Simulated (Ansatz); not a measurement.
## Run report: SiHCl3, molecular dynamics

System: SiHCl3, SMILES Cl[SiH](Cl)Cl.
Method: RKS revPBE-d3bjatm/def2-SVP (Ansatz 0.2.0).

The geometry comes from this level: PBE0-D4/def2-TZVP. Figures and captions count atoms from 1; the log counts them from 0 in places.

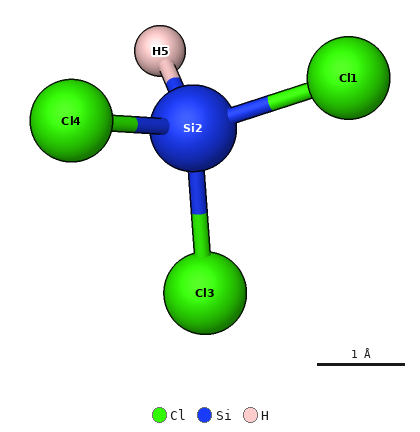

*The starting structure (ball-and-stick view, seen at a tilt; atoms are numbered from 1 in the order of the input).*

Bond lengths as drawn: Cl–Si 2.03 Å and H–Si 1.47 Å.

**The input**
```yaml
crystal:
  periodic: [false, false, false]
  atoms:
    - {symbol: Cl, position_ang: [1.690927, -0.571428, 0.891884]}
    - {symbol: Si, position_ang: [-0.081299, -0.012690, 0.075438]}
    - {symbol: Cl, position_ang: [0.017704, 1.933698, -0.491290]}
    - {symbol: Cl, position_ang: [-0.476020, -1.170517, -1.544185]}
    - {symbol: H, position_ang: [-1.151313, -0.179062, 1.068153]}
basis:
  gaussian: {orbitals: def2-SVP}
hamiltonian: {xc: {name: revPBE}, dispersion: d3bjatm}
md: {timestep: 1 fs, n_steps: 20, ensemble: nvt_nose_hoover, temperature: 300, initial_velocities: maxwell_boltzmann, seed: 842}
```

Launched with:
```bash
ansatz run in.yaml --threads 4 --pin off --events-out ev --progress --plain --max-ram 10444MiB
```

**The program's output**
```
Functional definition: revPBE
  name "revPBE"
  cite "Zhang & Yang, Phys. Rev. Lett. 80, 890 (1998) doi:10.1103/PhysRevLett.80.890"
  cite "Perdew, Burke & Ernzerhof, Phys. Rev. Lett. 77, 3865 (1996) doi:10.1103/PhysRevLett.77.3865"
  parameter kappa = 1.245
  parameter beta = 0.06672455060314922
  exchange = pbe_x(kappa = kappa, mu = beta*pi^2/3)
  correlation = pbe_c(beta = beta)
839 factors; their error is unknown
mean field evaluation 1: about -45442.3594 eV, gradient 1.4e1 eV
mean field evaluation 2: about -45442.5513 eV, gradient 1.2e1 eV
mean field evaluation 4: about -45442.8853 eV, gradient 5.0e-1 eV
mean field evaluation 8: about -45442.8206 eV, gradient 4.5e-3 eV
mean field -45442.82057996 eV, -1669.9928540633 hartree, gradient 5.2e-5 eV, S^2 0.000000; 0 other end points of the search recorded, 0 dependent functions left out
the calculation of the forces begins
reference -45442.82061155 eV, -1669.9928552243 hartree; 33, 33 occupied and 44, 44 virtual orbitals, 839 factors
md step     0: t =     0.00 fs  T =   300.0 K  F+E_penalty+E_count = -45443.22978885 eV  E_kin = 0.116334 eV  conserved = -45443.11345485 eV  (22 SCF iters)
these checks for a lower state are left out or cut short: starts, cluster_reference, orbital_swaps, neighbouring_geometries, increment
839 factors; their error is unknown
mean field evaluation 16: about -45442.8189 eV, gradient 5.8e-2 eV
mean field -45442.81895119 eV, -1669.9927942071 hartree, gradient 2.1e-5 eV, S^2 0.000000; 0 other end points of the search recorded, 0 dependent functions left out
[... from here on the field's lines of each further geometry are left out, up to the last ...]
md step     1: t =     1.00 fs  T =   296.8 K  F+E_penalty+E_count = -45443.22823762 eV  E_kin = 0.115092 eV  conserved = -45443.11314573 eV  (26 SCF iters, 3 dispersion substeps)
md step     2: t =     2.00 fs  T =   293.2 K  F+E_penalty+E_count = -45443.22658781 eV  E_kin = 0.113699 eV  conserved = -45443.11288875 eV  (26 SCF iters, 3 dispersion substeps)
md step     3: t =     3.00 fs  T =   298.5 K  F+E_penalty+E_count = -45443.22866235 eV  E_kin = 0.115749 eV  conserved = -45443.11291417 eV  (26 SCF iters, 3 dispersion substeps)
md step     4: t =     4.00 fs  T =   311.8 K  F+E_penalty+E_count = -45443.23408021 eV  E_kin = 0.120892 eV  conserved = -45443.11319014 eV  (26 SCF iters, 3 dispersion substeps)
md step     5: t =     5.00 fs  T =   323.0 K  F+E_penalty+E_count = -45443.23870595 eV  E_kin = 0.125246 eV  conserved = -45443.11346147 eV  (26 SCF iters, 3 dispersion substeps)
md step     6: t =     6.00 fs  T =   322.0 K  F+E_penalty+E_count = -45443.23836812 eV  E_kin = 0.124852 eV  conserved = -45443.11351584 eV  (26 SCF iters, 3 dispersion substeps)
md step     7: t =     7.00 fs  T =   306.2 K  F+E_penalty+E_count = -45443.23208198 eV  E_kin = 0.118735 eV  conserved = -45443.11334323 eV  (26 SCF iters, 3 dispersion substeps)
md step     8: t =     8.00 fs  T =   281.8 K  F+E_penalty+E_count = -45443.22234782 eV  E_kin = 0.109262 eV  conserved = -45443.11307862 eV  (27 SCF iters, 3 dispersion substeps)
md step     9: t =     9.00 fs  T =   258.7 K  F+E_penalty+E_count = -45443.21318462 eV  E_kin = 0.100302 eV  conserved = -45443.11287297 eV  (26 SCF iters, 3 dispersion substeps)
md step    10: t =    10.00 fs  T =   244.8 K  F+E_penalty+E_count = -45443.20776634 eV  E_kin = 0.094935 eV  conserved = -45443.11282216 eV  (26 SCF iters, 3 dispersion substeps)
md step    11: t =    11.00 fs  T =   242.2 K  F+E_penalty+E_count = -45443.20688281 eV  E_kin = 0.093933 eV  conserved = -45443.11294485 eV  (26 SCF iters, 3 dispersion substeps)
md step    12: t =    12.00 fs  T =   246.2 K  F+E_penalty+E_count = -45443.20863414 eV  E_kin = 0.095455 eV  conserved = -45443.11318200 eV  (26 SCF iters, 3 dispersion substeps)
md step    13: t =    13.00 fs  T =   247.6 K  F+E_penalty+E_count = -45443.20939161 eV  E_kin = 0.096002 eV  conserved = -45443.11340363 eV  (26 SCF iters, 3 dispersion substeps)
md step    14: t =    14.00 fs  T =   238.3 K  F+E_penalty+E_count = -45443.20585161 eV  E_kin = 0.092425 eV  conserved = -45443.11345524 eV  (26 SCF iters, 3 dispersion substeps)
md step    15: t =    15.00 fs  T =   217.1 K  F+E_penalty+E_count = -45443.19739100 eV  E_kin = 0.084175 eV  conserved = -45443.11326118 eV  (25 SCF iters, 3 dispersion substeps)
md step    16: t =    16.00 fs  T =   191.3 K  F+E_penalty+E_count = -45443.18707250 eV  E_kin = 0.074197 eV  conserved = -45443.11294036 eV  (25 SCF iters, 3 dispersion substeps)
md step    17: t =    17.00 fs  T =   173.0 K  F+E_penalty+E_count = -45443.17974314 eV  E_kin = 0.067070 eV  conserved = -45443.11276122 eV  (24 SCF iters, 3 dispersion substeps)
md step    18: t =    18.00 fs  T =   168.4 K  F+E_penalty+E_count = -45443.17806110 eV  E_kin = 0.065283 eV  conserved = -45443.11289250 eV  (26 SCF iters, 3 dispersion substeps)
md step    19: t =    19.00 fs  T =   172.8 K  F+E_penalty+E_count = -45443.18006136 eV  E_kin = 0.066992 eV  conserved = -45443.11321694 eV  (26 SCF iters, 3 dispersion substeps)
the calculation of the forces begins
reference -45442.78131325 eV, -1669.9914110386 hartree; 33, 33 occupied and 44, 44 virtual orbitals, 839 factors
839 factors; their error is unknown
mean field -45442.78128103 eV, -1669.9914098544 hartree, gradient 6.9e-6 eV, S^2 0.000000; 1 other end points of the search recorded, 0 dependent functions left out
the calculation of the forces begins
reference -45442.78131325 eV, -1669.9914110386 hartree; 33, 33 occupied and 44, 44 virtual orbitals, 839 factors
md step    20: t =    20.00 fs  T =   174.3 K  F+E_penalty+E_count = -45443.18085796 eV  E_kin = 0.067585 eV  conserved = -45443.11345941 eV  (24 SCF iters, 3 dispersion substeps)
```

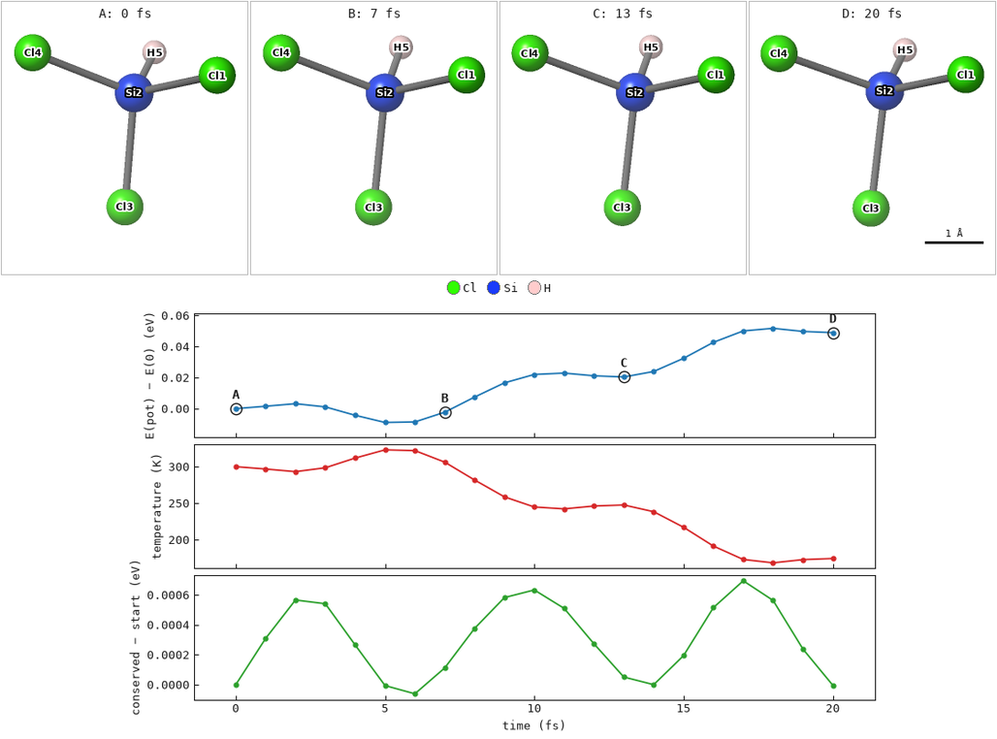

*Frames of the molecular dynamics (ball-and-stick, seen at a tilt) above the curves, on which the letters mark them.*

The trajectory kept here has 21 frames over 20 fs. The temperature starts at 300 K, ranges from 168 to 323 K and averages 211 K over the second half. The potential energy ends 0.049 eV above its first value. The conserved quantity stays within 0.00076 eV. After an unweighted best fit of the last frame on the first, the root-mean-square displacement is 0.08 Å.

```
Total energy: -45443.18089019 eV, -1670.0060952201 hartree
Atom 0 at     1.731068    -0.594833     0.888987 Å, force    -0.636406     0.187696     0.036591 eV/Å
Atom 1 at    -0.151128    -0.001018     0.167329 Å, force     0.975588    -0.431202    -1.284433 eV/Å
Atom 2 at     0.018744     1.948242    -0.527635 Å, force    -0.145587    -0.113225     0.297723 eV/Å
Atom 3 at    -0.459604    -1.171171    -1.580433 Å, force    -0.105689     0.367896     0.837084 eV/Å
Atom 4 at    -1.231334    -0.169666     1.162757 Å, force    -0.087907    -0.011164     0.113035 eV/Å
Dipole moment:    -0.200648     0.019756     0.230463 e Å
```

**Trajectory as extended XYZ (Å, eV, eV/Å), 21 frames, from step=0 to step=20**
```
5
Properties=species:S:1:pos:R:3:forces:R:3 step=0 time_fs=0.0 energy=-45443.22979 temperature=300.0
Cl    1.6909   -0.5714    0.8919    0.6764  -0.2141   0.3136
Si   -0.0813   -0.0127    0.0754   -0.2882  -0.0451   0.2676
Cl    0.0177    1.9337   -0.4913    0.0366   0.7454  -0.2158
Cl   -0.4760   -1.1705   -1.5442   -0.1524  -0.4434  -0.6182
H    -1.1513   -0.1791    1.0682   -0.2725  -0.0428   0.2529
5
Properties=species:S:1:pos:R:3:forces:R:3 step=1 time_fs=1.0 energy=-45443.22824 temperature=296.8
Cl    1.6925   -0.5725    0.8911    0.6160  -0.1888   0.3088
Si   -0.0846   -0.0097    0.0814   -0.0645  -0.1639  -0.0439
Cl    0.0178    1.9327   -0.4930    0.0288   0.7696  -0.1987
Cl   -0.4751   -1.1705   -1.5461   -0.1274  -0.3694  -0.5176
H    -1.1518   -0.1889    1.0551   -0.4529  -0.0475   0.4515
5
Properties=species:S:1:pos:R:3:forces:R:3 step=2 time_fs=2.0 energy=-45443.22659 temperature=293.2
Cl    1.6942   -0.5736    0.8904    0.5505  -0.1622   0.3022
Si   -0.0879   -0.0068    0.0873    0.0795  -0.2873  -0.2724
Cl    0.0180    1.9319   -0.4947    0.0203   0.7867  -0.1798
Cl   -0.4742   -1.1706   -1.5481   -0.1035  -0.2957  -0.4162
H    -1.1566   -0.1991    1.0463   -0.5468  -0.0415   0.5662
5
Properties=species:S:1:pos:R:3:forces:R:3 step=3 time_fs=3.0 energy=-45443.22866 temperature=298.5
Cl    1.6960   -0.5748    0.8899    0.4811  -0.1347   0.2942
Si   -0.0911   -0.0039    0.0931    0.1102  -0.4218  -0.3900
Cl    0.0181    1.9313   -0.4965    0.0113   0.7966  -0.1592
Cl   -0.4733   -1.1708   -1.5503   -0.0815  -0.2234  -0.3152
H    -1.1666   -0.2098    1.0430   -0.5211  -0.0166   0.5702
5
Properties=species:S:1:pos:R:3:forces:R:3 step=4 time_fs=4.0 energy=-45443.23408 temperature=311.8
Cl    1.6980   -0.5760    0.8893    0.4088  -0.1070   0.2847
Si   -0.0944   -0.0012    0.0988    0.0296  -0.5682  -0.4016
Cl    0.0182    1.9310   -0.4983    0.0020   0.7990  -0.1375
Cl   -0.4724   -1.1711   -1.5525   -0.0617  -0.1532  -0.2151
H    -1.1816   -0.2206    1.0451   -0.3787   0.0295   0.4695
5
Properties=species:S:1:pos:R:3:forces:R:3 step=5 time_fs=5.0 energy=-45443.23871 temperature=323.0
Cl    1.7001   -0.5773    0.8889    0.3347  -0.0793   0.2738
Si   -0.0976    0.0013    0.1044   -0.1255  -0.7195  -0.3416
Cl    0.0184    1.9308   -0.5002   -0.0075   0.7935  -0.1148
Cl   -0.4716   -1.1714   -1.5548   -0.0447  -0.0861  -0.1167
H    -1.2003   -0.2311    1.0518   -0.1569   0.0914   0.2992
5
Properties=species:S:1:pos:R:3:forces:R:3 step=6 time_fs=6.0 energy=-45443.23837 temperature=322.0
Cl    1.7023   -0.5785    0.8885    0.2593  -0.0520   0.2617
Si   -0.1008    0.0035    0.1098   -0.3027  -0.8638  -0.2557
Cl    0.0185    1.9309   -0.5020   -0.0170   0.7798  -0.0911
Cl   -0.4707   -1.1717   -1.5571   -0.0307  -0.0224  -0.0206
H    -1.2204   -0.2408    1.0612    0.0912   0.1585   0.1057
5
Properties=species:S:1:pos:R:3:forces:R:3 step=7 time_fs=7.0 energy=-45443.23208 temperature=306.2
Cl    1.7045   -0.5798    0.8882    0.1831  -0.0253   0.2483
Si   -0.1042    0.0055    0.1152   -0.4544  -0.9886  -0.1837
Cl    0.0186    1.9312   -0.5040   -0.0265   0.7571  -0.0663
Cl   -0.4699   -1.1720   -1.5595   -0.0197   0.0371   0.0725
H    -1.2397   -0.2489    1.0717    0.3175   0.2197  -0.0708
5
Properties=species:S:1:pos:R:3:forces:R:3 step=8 time_fs=8.0 energy=-45443.22235 temperature=281.8
Cl    1.7068   -0.5811    0.8880    0.1066   0.0007   0.2337
Si   -0.1077    0.0071    0.1205   -0.5485  -1.0847  -0.1511
Cl    0.0188    1.9316   -0.5059   -0.0361   0.7251  -0.0402
Cl   -0.4691   -1.1723   -1.5618   -0.0118   0.0922   0.1620
H    -1.2559   -0.2549    1.0816    0.4898   0.2668  -0.2043
5
Properties=species:S:1:pos:R:3:forces:R:3 step=9 time_fs=9.0 energy=-45443.21319 temperature=258.7
Cl    1.7092   -0.5824    0.8879    0.0300   0.0258   0.2180
Si   -0.1114    0.0084    0.1257   -0.5681  -1.1465  -0.1709
Cl    0.0189    1.9323   -0.5078   -0.0458   0.6836  -0.0127
Cl   -0.4683   -1.1726   -1.5641   -0.0068   0.1425   0.2473
H    -1.2675   -0.2584    1.0894    0.5908   0.2946  -0.2817
5
Properties=species:S:1:pos:R:3:forces:R:3 step=10 time_fs=10.0 energy=-45443.20777 temperature=244.8
Cl    1.7115   -0.5837    0.8878   -0.0464   0.0499   0.2016
Si   -0.1153    0.0092    0.1309   -0.5069  -1.1716  -0.2479
Cl    0.0190    1.9332   -0.5098   -0.0557   0.6327   0.0162
Cl   -0.4674   -1.1729   -1.5663   -0.0047   0.1878   0.3280
H    -1.2734   -0.2591    1.0946    0.6137   0.3011  -0.2979
5
Properties=species:S:1:pos:R:3:forces:R:3 step=11 time_fs=11.0 energy=-45443.20688 temperature=242.2
Cl    1.7138   -0.5849    0.8877   -0.1219   0.0728   0.1844
Si   -0.1194    0.0097    0.1360   -0.3645  -1.1599  -0.3824
Cl    0.0191    1.9343   -0.5117   -0.0657   0.5732   0.0465
Cl   -0.4666   -1.1731   -1.5684   -0.0053   0.2281   0.4040
H    -1.2734   -0.2568    1.0969    0.5573   0.2858  -0.2525
5
Properties=species:S:1:pos:R:3:forces:R:3 step=12 time_fs=12.0 energy=-45443.20863 temperature=246.2
Cl    1.7161   -0.5862    0.8877   -0.1960   0.0942   0.1668
Si   -0.1236    0.0097    0.1410   -0.1451  -1.1134  -0.5717
Cl    0.0191    1.9354   -0.5137   -0.0758   0.5059   0.0777
Cl   -0.4658   -1.1732   -1.5704   -0.0086   0.2635   0.4751
H    -1.2681   -0.2519    1.0968    0.4255   0.2497  -0.1480
5
Properties=species:S:1:pos:R:3:forces:R:3 step=13 time_fs=13.0 energy=-45443.20939 temperature=247.6
Cl    1.7184   -0.5874    0.8878   -0.2678   0.1140   0.1490
Si   -0.1279    0.0094    0.1457    0.1387  -1.0367  -0.8066
Cl    0.0192    1.9368   -0.5156   -0.0860   0.4325   0.1095
Cl   -0.4650   -1.1733   -1.5723   -0.0145   0.2938   0.5413
H    -1.2587   -0.2445    1.0953    0.2296   0.1964   0.0067
5
Properties=species:S:1:pos:R:3:forces:R:3 step=14 time_fs=14.0 energy=-45443.20585 temperature=238.3
Cl    1.7205   -0.5886    0.8879   -0.3365   0.1317   0.1313
Si   -0.1321    0.0087    0.1502    0.4613  -0.9381  -1.0676
Cl    0.0192    1.9382   -0.5174   -0.0962   0.3547   0.1412
Cl   -0.4642   -1.1732   -1.5740   -0.0228   0.3192   0.6025
H    -1.2471   -0.2353    1.0938   -0.0059   0.1325   0.1926
5
Properties=species:S:1:pos:R:3:forces:R:3 step=15 time_fs=15.0 energy=-45443.19739 temperature=217.1
Cl    1.7226   -0.5897    0.8880   -0.4010   0.1471   0.1138
Si   -0.1361    0.0077    0.1543    0.7803  -0.8293  -1.3205
Cl    0.0192    1.9398   -0.5193   -0.1060   0.2743   0.1720
Cl   -0.4634   -1.1731   -1.5755   -0.0332   0.3398   0.6584
H    -1.2356   -0.2248    1.0942   -0.2401   0.0682   0.3763
5
Properties=species:S:1:pos:R:3:forces:R:3 step=16 time_fs=16.0 energy=-45443.18707 temperature=191.3
Cl    1.7246   -0.5908    0.8881   -0.4604   0.1600   0.0967
Si   -0.1399    0.0064    0.1580    1.0415  -0.7238  -1.5199
Cl    0.0192    1.9414   -0.5211   -0.1154   0.1932   0.2014
Cl   -0.4626   -1.1729   -1.5769   -0.0455   0.3553   0.7084
H    -1.2263   -0.2136    1.0982   -0.4203   0.0153   0.5134
5
Properties=species:S:1:pos:R:3:forces:R:3 step=17 time_fs=17.0 energy=-45443.17974 temperature=173.0
Cl    1.7264   -0.5919    0.8883   -0.5139   0.1705   0.0804
Si   -0.1433    0.0048    0.1612    1.1957  -0.6319  -1.6225
Cl    0.0191    1.9431   -0.5228   -0.1241   0.1129   0.2288
Cl   -0.4618   -1.1727   -1.5781   -0.0593   0.3659   0.7519
H    -1.2211   -0.2023    1.1071   -0.4985  -0.0174   0.5614
5
Properties=species:S:1:pos:R:3:forces:R:3 step=18 time_fs=18.0 energy=-45443.17806 temperature=168.4
Cl    1.7281   -0.5929    0.8885   -0.5611   0.1784   0.0648
Si   -0.1463    0.0031    0.1638    1.2205  -0.5567  -1.6058
Cl    0.0190    1.9448   -0.5245   -0.1320   0.0347   0.2539
Cl   -0.4611   -1.1723   -1.5791   -0.0742   0.3715   0.7883
H    -1.2207   -0.1912    1.1214   -0.4532  -0.0280   0.4987
5
Properties=species:S:1:pos:R:3:forces:R:3 step=19 time_fs=19.0 energy=-45443.18006 temperature=172.8
Cl    1.7297   -0.5939    0.8888   -0.6018   0.1841   0.0502
Si   -0.1489    0.0011    0.1658    1.1320  -0.4929  -1.4804
Cl    0.0189    1.9465   -0.5261   -0.1392  -0.0408   0.2769
Cl   -0.4603   -1.1718   -1.5799   -0.0898   0.3721   0.8167
H    -1.2246   -0.1803    1.1405   -0.3012  -0.0225   0.3365
5
Properties=species:S:1:pos:R:3:forces:R:3 step=20 time_fs=20.0 energy=-45443.18086 temperature=174.3
Cl    1.7311   -0.5948    0.8890   -0.6364   0.1877   0.0366
Si   -0.1511   -0.0010    0.1673    0.9756  -0.4312  -1.2844
Cl    0.0187    1.9482   -0.5276   -0.1456  -0.1132   0.2977
Cl   -0.4596   -1.1712   -1.5804   -0.1057   0.3679   0.8371
H    -1.2313   -0.1697    1.1628   -0.0879  -0.0112   0.1130
```

**Results in brief**

- outcome: finished
- mean temperature over the second half: 211 K
- trajectory: 20 steps, 20 fs
- ensemble: nvt_nose_hoover
- temperature in the input: 300 K
- time step: 1 fs
- potential energy (last step): −45443.1809 eV
- mean-field energy (last step): −45442.7813 eV
- dispersion energy (last step): −0.3996 eV
- SCF solution under orbital rotations (last step): stable
- largest force (length of the vector) (last step): 1.670 eV/Å
- dipole moment (last step): 1.47 D
- hardware: 4 threads of Arm Neoverse V2, 23 GiB of memory available, shared host
- wall time: 10 s (CPU time 35 s)
- peak memory: 0.14 GiB

So short a trajectory is not equilibrated.
